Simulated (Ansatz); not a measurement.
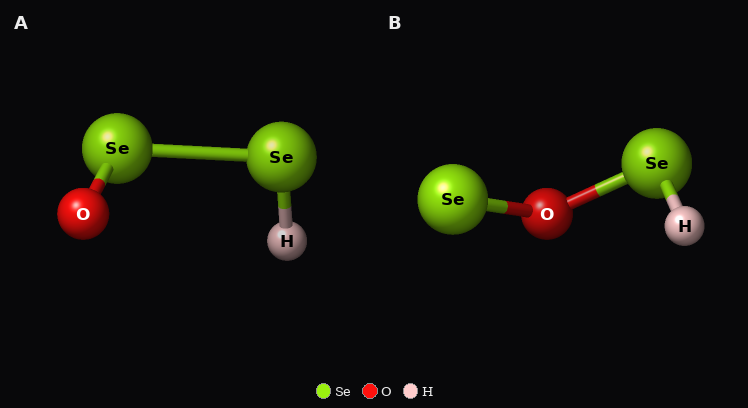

2 stationary structures of one formula. Charge −1, singlet. Geometries: PBE-D4/def2-SVPD. Electronic energies: PBE-D4/def2-SVPD (Ansatz 0.2.0), without zero-point energy. No frequency run is at hand to confirm each as a minimum.

> Which structure is the most stable?

A is lowest (C1); B lies 90.1 kJ/mol above it (C1).
